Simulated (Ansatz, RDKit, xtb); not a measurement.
# C3H5F3GeO: which of the isomers drawn lies lowest?, part 2 of 2

A sample of isomers of C3H5F3GeO is drawn. Aim: find which of them has the lowest free energy at 298.15 K, then its properties. The sample is small against all isomers, and the most stable one of this formula need not be in it.

xtb, Ansatz and PySCF; isolated molecules. Earlier steps stand in the parts before.

### 6 Ranking at r2SCAN-D4/def2-SVP

| label | spin | r2SCAN-D4/def2-SVP (kcal/mol) | r2SCAN-D4/def2-SVP, relaxed (kcal/mol) | time |
| --- | --- | --- | --- | --- |
| c860a | singlet | 0.0 | 0.0 | 36 s |
| c683c | singlet | 28.3 | 30.2 | 32 s |
| c798d | singlet | 41.3 | 44.8 | 67 s |

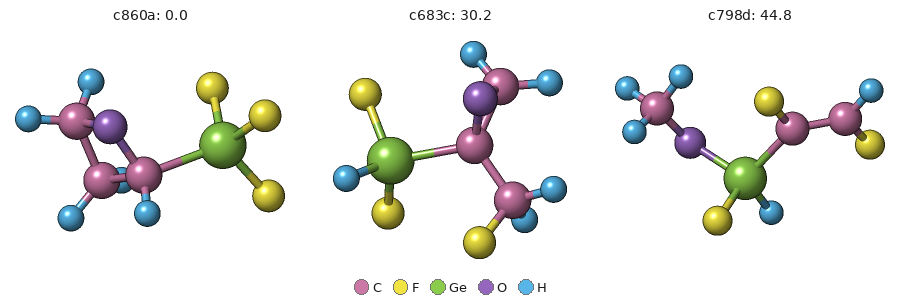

The relaxed structures, with energies at r2SCAN-D4/def2-SVP in kcal/mol.

### 7 Harmonic analysis of the finalists

The lowest few in one piece go on as finalists. In this search the thermal terms come from GFN2-xTB at its own nearest minimum. The first, c860a:

start.xyz reads:

```xyz
13
c860a
C      0.974404     1.579073     0.711805
C      1.019239     0.456606     1.767772
C     -0.510304     0.486887     1.619305
F      0.865598     1.919114    -2.399716
F      3.045639     0.582862    -1.400407
F      0.554809    -0.581180    -1.288620
Ge     1.380987     0.925198    -1.092904
O     -0.444843     1.706306     0.836774
H      1.516354     2.517060     0.922811
H      1.379013     0.816938     2.742296
H      1.532190    -0.482044     1.512204
H     -1.108572     0.624638     2.534070
H     -0.920793    -0.347687     1.024286
```

Launch:

```console
$ xtb start.xyz --gfn 2 --ohess tight
```

Output, shortened:

```text
* xtb version 6.7.1
[...]
          :  # basis functions                  43          :
[...]
          :  # electrons                        48          :
[...]
          :  Hamiltonian                  GFN2-xTB          :
[...]
          :  net charge                          0          :
          :  unpaired electrons                  0          :
[...]
   *** convergence criteria satisfied after 12 iterations ***
[...]
   *** GEOMETRY OPTIMIZATION CONVERGED AFTER 15 ITERATIONS ***
[...]
   *** convergence criteria satisfied after 3 iterations ***
[...]
         ::                     SUMMARY                     ::
         :::::::::::::::::::::::::::::::::::::::::::::::::::::
         :: total energy             -29.261399391370 Eh    ::
         :: gradient norm              0.000310469409 Eh/a0 ::
         :: HOMO-LUMO gap              4.394152868387 eV    ::
         ::.................................................::
         :: SCC energy               -29.398840104376 Eh    ::
         :: -> isotropic ES            0.037375543427 Eh    ::
         :: -> anisotropic ES         -0.000529598342 Eh    ::
         :: -> anisotropic XC         -0.001107566203 Eh    ::
         :: -> dispersion             -0.008377463439 Eh    ::
         :: repulsion energy           0.137440713006 Eh    ::
         :: add. restraining           0.000000000000 Eh    ::
         :: total charge              -0.000000000000 e     ::
         :::::::::::::::::::::::::::::::::::::::::::::::::::::
[...]
        24        2.0000           -0.4401522             -11.9771 (HOMO)
        25                         -0.2786700              -7.5830 (LUMO)
[...]
molecular dipole:
                 x           y           z       tot (Debye)
 q only:       -0.352       0.092       2.386
   full:       -0.389       0.318       2.617       6.774
molecular quadrupole (traceless):
[...]
          | TOTAL ENERGY              -29.261399391368 Eh   |
          | TOTAL ENTHALPY            -29.170948048678 Eh   |
          | TOTAL FREE ENERGY         -29.219858625449 Eh   |
          | GRADIENT NORM               0.000310443818 Eh/α |
[...]
```

Wall time 0.25 s (4 threads of Arm Neoverse V1, shared host).

### 8 Thermal terms of the finalists

As xtb prints them, at 298.15 K, with its own treatment of low modes:

| label | SMILES | spin | lowest mode (cm⁻¹) | zero-point (kcal/mol) | G − E (kcal/mol) |
| --- | --- | --- | --- | --- | --- |
| c860a | [F][Ge]([F])([F])[C@@H]1CCO1 | singlet | 15i | 49.6 | 26.1 |
| c683c | FC[C@]1([GeH]([F])[F])CO1 | singlet | 22 | 47.7 | 24.8 |
| c798d | C[O][Ge@H]([F])/[C](F)=C\F | singlet | 22 | 46.7 | 22.9 |

c860a keeps an imaginary mode, a small one that points to a nearly free motion; the harmonic terms are rough for it.

### 9 Last filter: a higher level

Single points at CCSD(T)/def2-SVP + MP2/def2-TZVPP - MP2/def2-SVP on the refined geometries decide the order.

c860a, CCSD(T)/def2-SVP:

input.yaml reads:

```yaml
crystal:
  periodic: [false, false, false]
  atoms:
    - {symbol: C, position_ang: [0.974404, 1.579073, 0.711805]}
    - {symbol: C, position_ang: [1.019239, 0.456606, 1.767772]}
    - {symbol: C, position_ang: [-0.510304, 0.486887, 1.619305]}
    - {symbol: F, position_ang: [0.865598, 1.919114, -2.399716]}
    - {symbol: F, position_ang: [3.045639, 0.582862, -1.400407]}
    - {symbol: F, position_ang: [0.554809, -0.581180, -1.288620]}
    - {symbol: Ge, position_ang: [1.380987, 0.925198, -1.092904]}
    - {symbol: O, position_ang: [-0.444843, 1.706306, 0.836774]}
    - {symbol: H, position_ang: [1.516354, 2.517060, 0.922811]}
    - {symbol: H, position_ang: [1.379013, 0.816938, 2.742296]}
    - {symbol: H, position_ang: [1.532190, -0.482044, 1.512204]}
    - {symbol: H, position_ang: [-1.108572, 0.624638, 2.534070]}
    - {symbol: H, position_ang: [-0.920793, -0.347687, 1.024286]}
basis:
  gaussian:
    orbitals: def2-SVP
total_charge: 0
correlation:
  method: ccsd_t
  frozen_orbitals: {H: 0, F: 1, C: 1, Ge: 9, O: 1}
```

Launch:

```console
$ ansatz run input.yaml --threads 4 --pin off --max-ram 7830MiB --events-out events.jsonl --progress --plain --runs-dir runs
```

Output, shortened:

```text
Warning: RAYON_NUM_THREADS=4 ignored (pool sized by the plan → 4); use --threads N
Functional definition: HF
  name "HF"
[...]
1518 factors; integrals over basis functions are off by at most 1.3e-3 eV
[...]
mean field -69782.95937359 eV, -2564.4764563905 hartree, gradient 7.7e-7 eV, S^2 0.000000; 0 other end points of the search recorded, 0 dependent functions left out
16 core orbitals not correlated: weight in the atoms' cores, before any rotation towards them, 1.000 or more for the frozen orbitals, at most 0.000 for the correlated occupied ones
reference -69782.95937359 eV, -2564.4764563905 hartree; 29, 29 occupied and 110, 110 virtual orbitals, 1518 factors
second order -37.30248119 eV of doubles, -0.00000000 eV of singles
cycle   1  -37.03354055 eV  change    2.7e-1 eV  update   1.4e-1
[...]
cycle   9  -38.12314804 eV  change   -1.7e-5 eV  update   3.9e-5
perturbative correction -0.95408242 eV, -0.0350618823 hartree
Total energy: -69822.03660405 eV, -2565.9125181226 hartree
```

Wall time 79 s (4 threads of Arm Neoverse V1, shared host); peak memory 1.6 GiB.

### 10 c860a at MP2/def2-TZVPP

Changes to input.yaml since step 9:

```diff
@@ -18,6 +18,5 @@
   gaussian:
-    orbitals: def2-SVP
-total_charge: 0
+    orbitals: def2-TZVPP
 correlation:
-  method: ccsd_t
+  method: mp2
   frozen_orbitals: {H: 0, F: 1, C: 1, Ge: 9, O: 1}
```

Launch:

```console
$ ansatz run input.yaml --threads 4 --pin off --max-ram 7830MiB --events-out events.jsonl --progress --plain --runs-dir runs
```

Output:

```text
Warning: RAYON_NUM_THREADS=4 ignored (pool sized by the plan → 4); use --threads N
Functional definition: HF
  name "HF"
  exchange = exact_x
  correlation = 0
2112 factors; integrals over basis functions are off by at most 9.9e-4 eV
mean field evaluation 1: about -69800.7434 eV, gradient 5.5e1 eV
mean field evaluation 2: about -69801.0941 eV, gradient 5.5e1 eV
mean field evaluation 4: about -69806.7407 eV, gradient 4.7e0 eV
mean field evaluation 8: about -69806.8247 eV, gradient 4.0e-1 eV
mean field -69806.82520131 eV, -2565.3535093825 hartree, gradient 6.3e-6 eV, S^2 0.000000; 0 other end points of the search recorded, 0 dependent functions left out
16 core orbitals not correlated: weight in the atoms' cores, before any rotation towards them, 1.000 or more for the frozen orbitals, at most 0.000 for the correlated occupied ones
reference -69806.82520131 eV, -2565.3535093825 hartree; 29, 29 occupied and 290, 290 virtual orbitals, 2112 factors
second order -46.99451444 eV of doubles, -0.00000000 eV of singles
Total energy: -69853.81971575 eV, -2567.0805259341 hartree
```

Wall time 12 s (4 threads of Arm Neoverse V1, shared host); peak memory 1.2 GiB.

### 11 c683c at CCSD(T)/def2-SVP

input.yaml reads:

```yaml
crystal:
  periodic: [false, false, false]
  atoms:
    - symbol: C
      position_ang: [0.609339, 0.115888, 0.272206]
    - symbol: C
      position_ang: [-0.862745, 0.373775, 0.364015]
    - symbol: C
      position_ang: [-1.410034, 1.529772, 1.089195]
    - symbol: F
      position_ang: [0.797370, -1.213294, -0.086363]
    - symbol: F
      position_ang: [-3.418135, 0.457470, -1.048569]
    - symbol: F
      position_ang: [-1.193631, -0.122626, -2.561346]
    - symbol: Ge
      position_ang: [-1.939475, -0.456653, -1.030452]
    - symbol: O
      position_ang: [-1.477423, 0.228534, 1.654258]
    - symbol: H
      position_ang: [1.094588, 0.298026, 1.246629]
    - symbol: H
      position_ang: [1.068017, 0.748908, -0.507346]
    - symbol: H
      position_ang: [-2.303522, -1.933716, -0.953545]
    - symbol: H
      position_ang: [-0.712128, 2.218048, 1.586851]
    - symbol: H
      position_ang: [-2.364324, 1.962658, 0.763079]
basis:
  gaussian:
    orbitals: def2-SVP
correlation:
  method: ccsd_t
  frozen_orbitals: {H: 0, F: 1, C: 1, Ge: 9, O: 1}
```

Launch:

```console
$ ansatz run input.yaml --threads 4 --pin off --max-ram 7830MiB --events-out events.jsonl --progress --plain --runs-dir runs
```

Output, shortened:

```text
Warning: RAYON_NUM_THREADS=4 ignored (pool sized by the plan → 4); use --threads N
Functional definition: HF
  name "HF"
[...]
1519 factors; integrals over basis functions are off by at most 1.3e-3 eV
[...]
mean field -69781.60183769 eV, -2564.4265678664 hartree, gradient 2.9e-6 eV, S^2 0.000000; 0 other end points of the search recorded, 0 dependent functions left out
16 core orbitals not correlated: weight in the atoms' cores, before any rotation towards them, 1.000 or more for the frozen orbitals, at most 0.000 for the correlated occupied ones
reference -69781.60183769 eV, -2564.4265678664 hartree; 29, 29 occupied and 110, 110 virtual orbitals, 1519 factors
second order -37.23172253 eV of doubles, -0.00000000 eV of singles
cycle   1  -36.95720269 eV  change    2.7e-1 eV  update   1.4e-1
[...]
cycle   9  -38.08423194 eV  change   -9.0e-6 eV  update   2.9e-5
perturbative correction -0.96885683 eV, -0.0356048317 hartree
Total energy: -69820.65492646 eV, -2565.8617424076 hartree
```

Wall time 82 s (4 threads of Arm Neoverse V1, shared host); peak memory 1.7 GiB.

For c798d the log finds that unrestricted Hartree-Fock orbitals lie lower, a sign to watch the closed-shell reference there.

### 12 Putting it together

Energies in kcal/mol from c860a; G adds the thermal terms to the CCSD(T)/def2-SVP + MP2/def2-TZVPP - MP2/def2-SVP energy. The columns left of the relaxed level are at the tight-binding geometries.

| label | SMILES | spin | GFN2-xTB | HF/STO-3G | r2SCAN-D4/def2-SVP | r2SCAN-D4/def2-SVP, relaxed | HF/def2-SVP | MP2/def2-SVP | CCSD(T)/def2-SVP + MP2/def2-TZVPP - MP2/def2-SVP | G | share at equilibrium | T1 |
| --- | --- | --- | --- | --- | --- | --- | --- | --- | --- | --- | --- | --- |
| c860a | [F][Ge]([F])([F])[C@@H]1CCO1 | singlet | 0.0 | 0.0 | 0.0 | 0.0 | 0.0 | 0.0 | 0.0 | 0.0 | 100.0 % | 0.012 |
| c683c | FC[C@]1([GeH]([F])[F])CO1 | singlet | 23.4 | 13.4 | 28.3 | 30.2 | 31.3 | 32.9 | 34.1 | 32.8 | < 0.1 % | 0.012 |
| c798d | C[O][Ge@H]([F])/[C](F)=C\F | singlet | 49.5 | 11.4 | 41.3 | 44.8 | 42.5 | 50.7 | 49.5 | 46.4 | < 0.1 % | 0.013 |

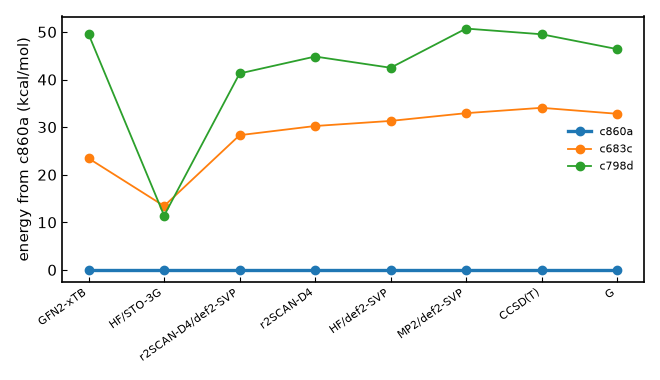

The finalists at each level, measured from c860a.

Lowest found: c860a, `[F][Ge]([F])([F])[C@@H]1CCO1`, a singlet. Bond lengths: C1–C2 1.542 Å, C2–C3 1.537 Å, C1–Ge7 1.962 Å, F4–Ge7 1.721 Å, F5–Ge7 1.727 Å, F6–Ge7 1.729 Å, C1–O8 1.430 Å, C3–O8 1.450 Å, C1–H9 1.104 Å, C2–H10 1.100 Å, C2–H11 1.100 Å, C3–H12 1.102 Å, C3–H13 1.104 Å. Some angles: C1–C2–C3 83.7°, C2–C1–Ge7 112.4°, C2–C1–O8 91.9°, Ge7–C1–O8 108.4°, C2–C3–O8 91.4°, C1–Ge7–F4 116.4°, C1–Ge7–F5 115.4°, C1–Ge7–F6 107.2°, F4–Ge7–F5 105.5°, F4–Ge7–F6 105.9°.

```xyz
13

C     0.9744    1.5791    0.7118
C     1.0192    0.4566    1.7678
C    -0.5103    0.4869    1.6193
F     0.8656    1.9191   -2.3997
F     3.0456    0.5829   -1.4004
F     0.5548   -0.5812   -1.2886
Ge    1.3810    0.9252   -1.0929
O    -0.4448    1.7063    0.8368
H     1.5164    2.5171    0.9228
H     1.3790    0.8169    2.7423
H     1.5322   -0.4820    1.5122
H    -1.1086    0.6246    2.5341
H    -0.9208   -0.3477    1.0243
```

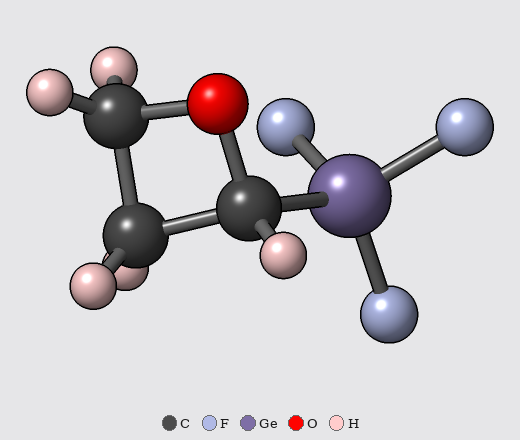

The lowest structure found, seen from a chosen angle (carbon dark grey, fluorine light blue, germanium purple, oxygen red, hydrogen pink).

### 13 Outcome

What follows sums up all 2 parts.

| quantity | value |
| --- | --- |
| lowest structure found | [F][Ge]([F])([F])[C@@H]1CCO1, singlet |
| next finalist | FC[C@]1([GeH]([F])[F])CO1, singlet, 32.8 kcal/mol higher in G |
| share at equilibrium, among the finalists | 100.0 % |
| funnel | 18 starts, 18 minima at GFN2-xTB, 6 screening runs, 3 relaxed, 3 ranked |
| CPU time of all runs | 28 min |

What this shows: The lowest structure found is `[F][Ge]([F])([F])[C@@H]1CCO1`. The margin of 32.8 kcal/mol over the next finalist is beyond the usual error of the last level; it says nothing of structures that weren't ranked. GFN2-xTB, HF/STO-3G, r2SCAN-D4/def2-SVP, r2SCAN-D4/def2-SVP, relaxed, HF/def2-SVP and MP2/def2-SVP already put its bonding pattern lowest among the structures in one piece. The largest share of the time went into the final energies (64 %). 2 minima inside the window were never screened. Lowest found is not proven lowest: the search is finite, and each finalist counts with one conformer. Only 6 drawn patterns were tried, so whole families of isomers are missing, and the result ranks this sample alone.
